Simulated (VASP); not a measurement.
Band structure of MgB2 (AlB2 type). Method: optB88-vdW, VASP's PBE PAW potentials (set 64) (plane waves; VASP).

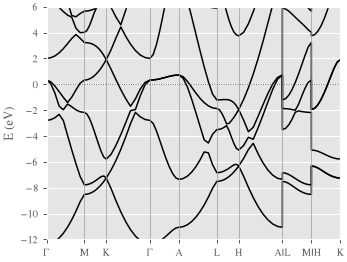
*Bands along high-symmetry lines, zero at the valence-band maximum or, without a gap, the Fermi level*

Task: Read the plot: is there a gap, and where are the band edges?

Result: It has no gap at this level: it comes out as a metal or semimetal. (Edges off the drawn lines would not show.)

The compound is MgB2 in the AlB2 type structure. It was relaxed first.
